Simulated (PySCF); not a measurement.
# C2H11ClGeSi2: magnetic properties

Aim: compute the magnetic properties of C2H11ClGeSi2 (`CC[Si@H]([GeH3])[SiH2]Cl`).

Computed with PySCF 2.14.0 and routines of our own; the level stands in each step. Atoms count from 0.

## 1. The system as given

17 atoms, charge 0, multiplicity 1; geometry from: GFN2-xTB.

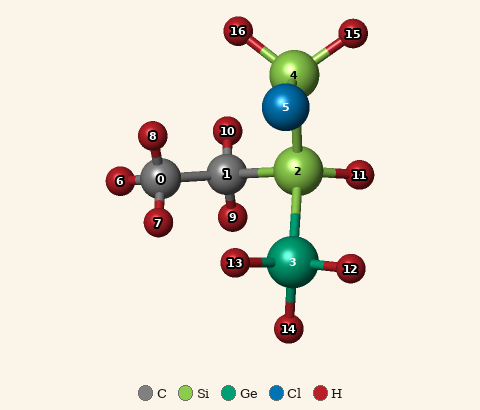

The starting geometry (carbon grey, silicon green, germanium teal, chlorine blue, hydrogen red).

## 2. Magnetic properties: GIAO CAM-B3LYP/pcSseg-1

The job: settings as JSON, then the geometry in Å.

```
{"job": {"kind": "mag", "xc": "CAM-B3LYP", "basis": "pcSseg-1", "isotopologues": 2}, "charge": 0, "multiplicity": 1}
C     -0.972119    -1.658657     0.757481
C     -0.662526    -1.376868    -0.707248
Si     0.253080     0.286383    -0.931779
Ge     2.201196     0.297477     0.398607
Si    -1.092821     2.077341    -0.298200
Cl    -0.067017     2.969398     1.216252
H     -1.483902    -2.612465     0.873314
H     -0.051713    -1.697963     1.340475
H     -1.607327    -0.879520     1.175829
H     -0.052202    -2.188790    -1.106374
H     -1.590756    -1.374806    -1.280586
H      0.640014     0.374040    -2.353495
H      3.082147     1.488583     0.176186
H      1.971414     0.304889     1.879401
H      3.145063    -0.860077     0.214402
H     -1.304917     3.116563    -1.306013
H     -2.414610     1.746501     0.240758
```

With the program's defaults for keys left out, this is: GIAO CAM-B3LYP/pcSseg-1 magnetisability, rotational g tensor and spin-rotation constants, non-relativistic, gas phase.

The run is started by

```sh
OMP_NUM_THREADS=1 python excited_run.py task.json out
```

The driver reads the jobs from task.json and runs them one after another.

Log:

```text
coarse grid: 64112 points
cycle   1  E = -3198.8215523101  dE = -3.684e-01  |g| = 9.035e-01  |ddm| = 3.671e+00
cycle   2  E = -3198.8325509455  dE = -1.100e-02  |g| = 8.158e-01  |ddm| = 9.637e-01
cycle   3  E = -3198.8958424631  dE = -6.329e-02  |g| = 6.392e-02  |ddm| = 5.271e-01
cycle   4  E = -3198.8962650333  dE = -4.226e-04  |g| = 1.788e-02  |ddm| = 5.922e-02
cycle   5  E = -3198.8963380424  dE = -7.301e-05  |g| = 3.697e-03  |ddm| = 2.233e-02
cycle   6  E = -3198.8963419818  dE = -3.939e-06  |g| = 5.030e-04  |ddm| = 6.453e-03
final grid: 130144 points
cycle   7  E = -3198.8963299955  dE = -1.051e-07  |g| = 2.885e-04  |ddm| = 1.697e-03
cycle   8  E = -3198.8963300073  dE = -1.183e-08  |g| = 2.244e-04  |ddm| = 5.246e-04
cycle   9  E = -3198.8963300182  dE = -1.088e-08  |g| = 3.530e-05  |ddm| = 2.183e-04
cycle  10  E = -3198.8963300184  dE = -2.237e-10  |g| = 9.142e-06  |ddm| = 4.088e-05
converged SCF energy = -3198.8963300184

Magnetisability tensor (1e-30 J/T^2)
    -1813.65      -38.73      -18.02
      -38.73    -1843.62      -27.50
      -18.02      -27.50    -1899.31
isotropic -1852.19   principal values   -1920.70  -1848.78  -1787.10
isotropic susceptibility -111.542 1e-6 cm^3/mol

Inertial axes            a          b          c
rot. const./GHz      1.1833     0.9003     0.6172
chi total          -108.299   -113.366   -112.960
chi diamagnetic   -1159.327  -1396.005  -1971.918
chi paramagnetic   1051.027   1282.639   1858.957
quadrupole/D A       -2.798      2.843     -0.045
g nuclear            0.5707     0.5329     0.5328
g electronic        -0.5843    -0.5425    -0.5390
g total             -0.0136    -0.0096    -0.0062

Spin-rotation constants (kHz, H = +C I.J)
atom  isotope        aa         bb         cc
  5   35Cl        0.046      0.088      0.036
  6     1H       -0.100     -0.017     -0.056
  7     1H       -0.095     -0.027     -0.058
  8     1H        0.008     -0.102     -0.060
  9     1H        0.012     -0.096     -0.070
 10     1H       -0.102     -0.014     -0.068
 11     1H       -0.099     -0.087      0.022
 12     1H       -0.108     -0.003     -0.045
 13     1H       -0.112     -0.078      0.012
 14     1H        0.031     -0.085     -0.062
 15     1H       -0.039     -0.087     -0.000
 16     1H       -0.073     -0.025     -0.026
  0    13C*       0.166      0.125      0.079
  1    13C*       0.140      0.120      0.076
  2   29Si*      -0.688     -0.487     -0.384
  3   73Ge*      -0.266     -0.202     -0.144
  4   29Si*      -0.738     -0.506     -0.388
* in the singly substituted isotopologue

Isotopologues: g along a, b, c
2H    at 6,7,8,9,10,11,    -0.0118    -0.0088    -0.0057
13C   at 0                 -0.0134    -0.0097    -0.0062
```

Run time: 3.2 min. Hardware: 1 thread of Intel Xeon at 2.50GHz, shared host; peak memory 1.1 GiB.

In short:

```tsv
quantity	value
magnetisability	-1852·10⁻³⁰ J/T²
molar susceptibility	-111.5·10⁻⁶ cm³/mol
rotational g (a, b, c)	-0.0136, -0.0096, -0.0062
```

## 3. Magnetic properties: GIAO PBE0/3-21G

The job, as its differences from that of step 2:

```diff
@@ -1,2 +1,2 @@
-{"job": {"kind": "mag", "xc": "CAM-B3LYP", "basis": "pcSseg-1", "isotopologues": 2}, "charge": 0, "multiplicity": 1}
+{"job": {"kind": "mag", "xc": "PBE0", "basis": "3-21G"}, "charge": 0, "multiplicity": 1}
 C     -0.972119    -1.658657     0.757481
```

Method: GIAO PBE0/3-21G magnetisability, rotational g tensor and spin-rotation constants, non-relativistic, gas phase.

Log:

```text
coarse grid: 64112 points
cycle   1  E = -3182.4584338833  dE = -2.208e+00  |g| = 3.580e-01  |ddm| = 3.513e+00
cycle   2  E = -3182.4535511536  dE =  4.883e-03  |g| = 3.904e-01  |ddm| = 1.121e+00
cycle   3  E = -3182.4999401132  dE = -4.639e-02  |g| = 2.000e-02  |ddm| = 5.805e-01
cycle   4  E = -3182.5000311449  dE = -9.103e-05  |g| = 1.174e-02  |ddm| = 4.871e-02
cycle   5  E = -3182.5000728010  dE = -4.166e-05  |g| = 2.078e-03  |ddm| = 1.785e-02
cycle   6  E = -3182.5000740091  dE = -1.208e-06  |g| = 3.980e-04  |ddm| = 3.602e-03
final grid: 130144 points
cycle   7  E = -3182.4999673039  dE = -7.489e-08  |g| = 3.695e-04  |ddm| = 2.117e-03
cycle   8  E = -3182.4999673068  dE = -2.842e-09  |g| = 3.739e-04  |ddm| = 1.161e-03
cycle   9  E = -3182.4999673488  dE = -4.205e-08  |g| = 4.341e-05  |ddm| = 5.671e-04
cycle  10  E = -3182.4999673494  dE = -5.916e-10  |g| = 2.624e-06  |ddm| = 6.519e-05
converged SCF energy = -3182.4999673494

Magnetisability tensor (1e-30 J/T^2)
    -2012.67      -48.53      -14.67
      -48.53    -2063.38      -29.77
      -14.67      -29.77    -2098.04
isotropic -2058.03   principal values   -2128.61  -2062.30  -1983.19
isotropic susceptibility -123.937 1e-6 cm^3/mol

Inertial axes            a          b          c
rot. const./GHz      1.1833     0.9003     0.6172
chi total          -120.553   -126.173   -125.087
chi diamagnetic   -1159.644  -1396.063  -1972.177
chi paramagnetic   1039.091   1269.890   1847.091
quadrupole/D A       -2.619      2.582      0.037
g nuclear            0.5707     0.5329     0.5328
g electronic        -0.5777    -0.5371    -0.5356
g total             -0.0070    -0.0042    -0.0028

Spin-rotation constants (kHz, H = +C I.J)
atom  isotope        aa         bb         cc
  5   35Cl       -0.042      0.044     -0.002
  6     1H       -0.108     -0.024     -0.062
  7     1H       -0.104     -0.031     -0.065
  8     1H        0.003     -0.108     -0.068
  9     1H       -0.004     -0.104     -0.074
 10     1H       -0.110     -0.027     -0.072
 11     1H       -0.115     -0.097      0.013
 12     1H       -0.118     -0.013     -0.049
 13     1H       -0.122     -0.088      0.007
 14     1H        0.022     -0.094     -0.067
 15     1H       -0.058     -0.098     -0.008
 16     1H       -0.089     -0.035     -0.034
  0    13C*       0.123      0.092      0.056
  1    13C*       0.093      0.082      0.051
  2   29Si*      -0.468     -0.361     -0.292
  3   73Ge*      -0.154     -0.121     -0.081
  4   29Si*      -0.604     -0.389     -0.303
* in the singly substituted isotopologue
```

It took 51 s on 1 thread of Intel Xeon at 2.50GHz, shared host; peak memory 0.83 GiB.

Key values:

```tsv
quantity	value
magnetisability	-2058·10⁻³⁰ J/T²
molar susceptibility	-123.9·10⁻⁶ cm³/mol
rotational g (a, b, c)	-0.0070, -0.0042, -0.0028
```

## 4. Magnetic properties: common gauge origin wB97X/3-21G

The job, as its differences from that of step 3:

```diff
@@ -1,2 +1,2 @@
-{"job": {"kind": "mag", "xc": "PBE0", "basis": "3-21G"}, "charge": 0, "multiplicity": 1}
+{"job": {"kind": "mag", "xc": "wB97X", "basis": "3-21G", "gauge": [0, 0, 0]}, "charge": 0, "multiplicity": 1}
 C     -0.972119    -1.658657     0.757481
```

Level: common gauge origin wB97X/3-21G magnetisability, rotational g tensor and spin-rotation constants, non-relativistic, gas phase.

Log:

```text
coarse grid: 64112 points
cycle   1  E = -3183.2126103512  dE = -2.106e+00  |g| = 3.238e-01  |ddm| = 3.447e+00
cycle   2  E = -3183.2457843773  dE = -3.317e-02  |g| = 1.753e-01  |ddm| = 8.191e-01
cycle   3  E = -3183.2549001288  dE = -9.116e-03  |g| = 2.574e-02  |ddm| = 2.688e-01
cycle   4  E = -3183.2551592520  dE = -2.591e-04  |g| = 6.647e-03  |ddm| = 5.470e-02
cycle   5  E = -3183.2551755174  dE = -1.627e-05  |g| = 1.798e-03  |ddm| = 1.313e-02
cycle   6  E = -3183.2551766992  dE = -1.182e-06  |g| = 5.579e-04  |ddm| = 4.315e-03
final grid: 130144 points
cycle   7  E = -3183.2549977582  dE = -2.024e-06  |g| = 1.408e-03  |ddm| = 6.419e-03
cycle   8  E = -3183.2549981219  dE = -3.636e-07  |g| = 8.414e-04  |ddm| = 3.346e-03
cycle   9  E = -3183.2549983097  dE = -1.879e-07  |g| = 5.064e-05  |ddm| = 1.147e-03
cycle  10  E = -3183.2549983116  dE = -1.825e-09  |g| = 2.080e-05  |ddm| = 2.068e-04
cycle  11  E = -3183.2549983117  dE = -1.578e-10  |g| = 4.276e-06  |ddm| = 3.884e-05
converged SCF energy = -3183.2549983117

Magnetisability tensor (1e-30 J/T^2)
   -16680.79    -2998.54     1026.32
    -2998.54   -15929.23     2159.85
     1026.32     2159.85   -23505.83
isotropic -18705.28   principal values  -24516.13 -18409.51 -13190.22
isotropic susceptibility -1126.459 1e-6 cm^3/mol

Inertial axes            a          b          c
rot. const./GHz      1.1833     0.9003     0.6172
chi total          -795.146  -1109.911  -1474.320
chi diamagnetic   -1160.248  -1396.573  -1972.920
chi paramagnetic    365.103    286.662    498.601
quadrupole/D A       -2.643      2.396      0.247
g nuclear            0.5707     0.5329     0.5328
g electronic        -0.2030    -0.1212    -0.1446
g total              0.3677     0.4116     0.3882

Spin-rotation constants (kHz, H = +C I.J)
atom  isotope        aa         bb         cc
  5   35Cl       -0.016      0.025     -0.006
  6     1H        0.664      0.101      0.268
  7     1H       -1.022     -0.015     -0.592
  8     1H       -0.184     -0.581     -0.517
  9     1H       -0.227     -0.002      0.040
 10     1H        0.482     -0.448      0.106
 11     1H        0.052     -0.035     -0.339
 12     1H        0.889     -0.641      0.083
 13     1H       -0.105     -0.668     -0.325
 14     1H       -0.170      1.067      0.683
 15     1H       -0.139      0.455      0.164
 16     1H       -0.266      0.018      0.133
  0    13C*      -0.008     -0.020     -0.020
  1    13C*      -0.076     -0.071     -0.032
  2   29Si*      -0.295     -0.142     -0.107
  3   73Ge*      -0.171     -0.128     -0.080
  4   29Si*      -0.465     -0.227     -0.188
* in the singly substituted isotopologue
```

Wall time 23 s (1 thread of Intel Xeon at 2.50GHz, shared host); peak memory 0.62 GiB.

A normal end doesn't make this result sound: a common gauge origin replaces GIAOs, so the magnetic properties depend on where the origin lies.

## 5. Magnetic properties side by side

```tsv
level	ξ (10⁻³⁰ J/T²)	g(a)	g(b)	gap (eV)	functions	time
GIAO CAM-B3LYP/pcSseg-1	-1852	-0.0136	-0.0096	9.49	202	3.2 min
GIAO PBE0/3-21G	-2058	-0.0070	-0.0042	7.41	101	51 s
```

## 6. Outcome

| quantity | value |
| --- | --- |
| magnetisability (step 2, GIAO CAM-B3LYP/pcSseg-1) | -1852·10⁻³⁰ J/T² |
| molar susceptibility (step 2, GIAO CAM-B3LYP/pcSseg-1) | -111.5·10⁻⁶ cm³/mol |
| rotational g (a, b, c) (step 2, GIAO CAM-B3LYP/pcSseg-1) | -0.0136, -0.0096, -0.0062 |
| magnetisability over the levels | -2058 to -1852·10⁻³⁰ J/T² |
| runs | 0 failed, 1 ended on unsound input |

What this shows: Steps that list no spin-orbit terms leave them out, which matters at and beside the heavy atoms. The magnetisability spreads by 10.5 % over 2 levels, from GIAO PBE0/3-21G (51 s) to GIAO CAM-B3LYP/pcSseg-1 (3.2 min); the runs took 51 s to 3.2 min. Two levels can agree by chance, so this spread shows no convergence. Vibrational averaging and real surroundings are missing from these values.
